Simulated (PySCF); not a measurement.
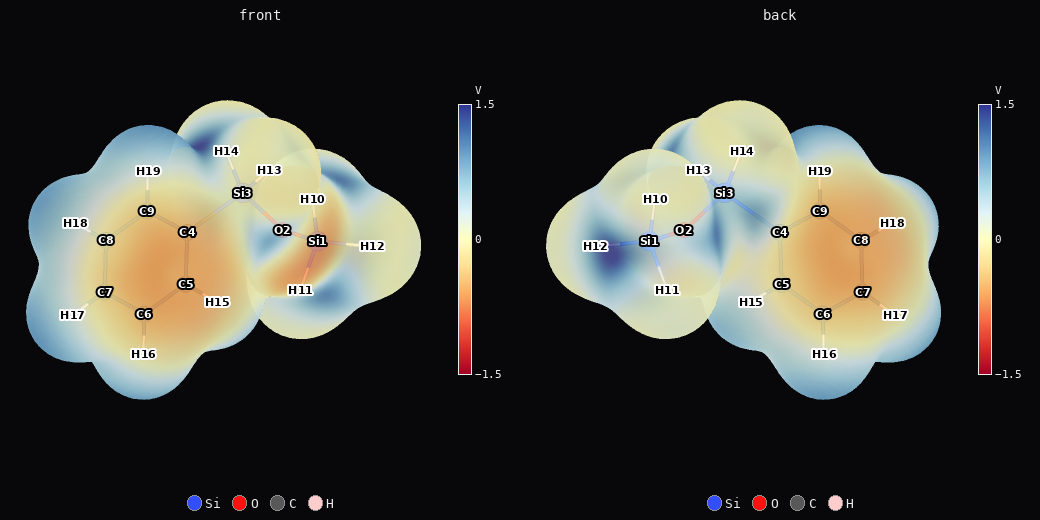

Figure 1: C6H10OSi2 (SMILES [SiH3]O[SiH2]c1ccccc1). The electrostatic potential painted on the density surface at 0.002 e/bohr³, seen from the front and from behind; the colour scale runs from red (negative) to blue (positive).

Geometry: PBE0-D3(BJ)/def2-SVP.

Theory: PBE0/def2-SVPD, SCF density, gas phase in PySCF.

```xyz
19

Si    3.6314   -0.9341    0.1966
O     2.3278   -0.0197    0.6460
Si    1.4428    1.3739    0.4914
C    -0.3420    0.8990    0.1998
C    -0.7200   -0.4493    0.1442
C    -2.0497   -0.8084   -0.0739
C    -3.0210    0.1775   -0.2381
C    -2.6607    1.5244   -0.1835
C    -1.3315    1.8795    0.0346
H     4.4461   -0.2120   -0.8277
H     3.1506   -2.2251   -0.3776
H     4.4775   -1.2153    1.3924
H     1.5809    2.1834    1.7391
H     1.9719    2.1835   -0.6510
H     0.0390   -1.2253    0.2755
H    -2.3292   -1.8642   -0.1153
H    -4.0633   -0.1032   -0.4088
H    -3.4198    2.3000   -0.3111
H    -1.0661    2.9412    0.0747
```

> Where is the surface potential most negative and most positive?

The most negative region (about −0.6 V, or −14 kcal/mol for a unit charge) lies over the C and O atoms, the most positive (about +1.3 V, or +30 kcal/mol for a unit charge) over Si1 and Si3.

> What dipole moment does the calculation give?

Its dipole moment is 0.75 D.
